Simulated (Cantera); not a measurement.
Charge: 1 mol C3H6, 0.084 mol CO2, 2.7 mol N2, at 13300 Pa.

These are equilibrium values from Cantera (NASA tables, ideal gas, pure condensed phases), not measurements of a reactor. Candidate condensed phases: C, C6H6, C7H8, C8H18, H2O; 136 gas species. The numbers say what is thermodynamically allowed, not how fast it happens.

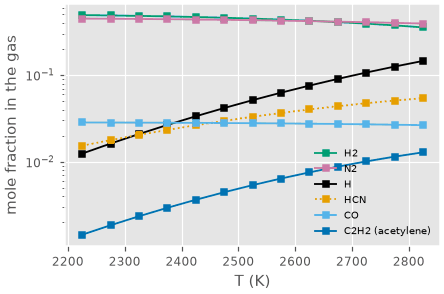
Figure: Equilibrium gas composition (values under 1e-9 drawn at 1e-9)

Problem. Read off the mole fractions at 2425 K.

Solution. H2 about 0.47, N2 about 0.44, H about 0.034, CO about 0.028, HCN about 0.026, C2H2 (acetylene) about 0.0037.
